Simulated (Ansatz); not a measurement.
```xyz
7

C    -1.1124    0.5538   -0.2479
In    0.7519   -0.4841   -0.7966
O     1.8600   -0.8809    0.8362
H    -1.9652   -0.0171   -0.6125
H    -1.1100    1.5484   -0.6924
H    -1.1152    0.6121    0.8409
H     2.6909   -1.3321    0.6723
```

Geometry: PBE0-D4/def2-TZVP; core potentials replace the inner electrons of In.

Computed with isolated molecule in a Gaussian basis; Hartree-Fock in Ansatz.

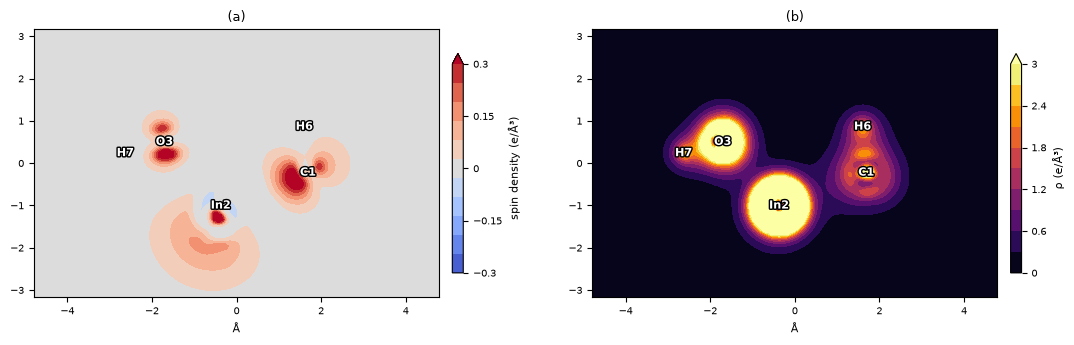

CH$_{4}$InO (SMILES [CH3][In][OH]) (doublet). (a) spin density (α minus β); (b) electron density on the plane of atoms C1, In2 and O3.

Question: Interpret the plot.

Answer: The plane passes through C, In, O and H nuclei.
In–O (2.01 Å): ρ at the midpoint is about 0.68 e/Å³.
C–In (2.20 Å): the density is about 0.58 e/Å³ at the midpoint.
O–H (0.96 Å): ρ is about 3.7 e/Å³ halfway.
C–H (1.09 Å): the density is about 2 e/Å³ at the midpoint.
The unpaired spin (1 electron) lies mostly on In2 (about 0.7), C1 (about 0.2) and O3 (about 0.1), in electrons by Hirshfeld's partition.
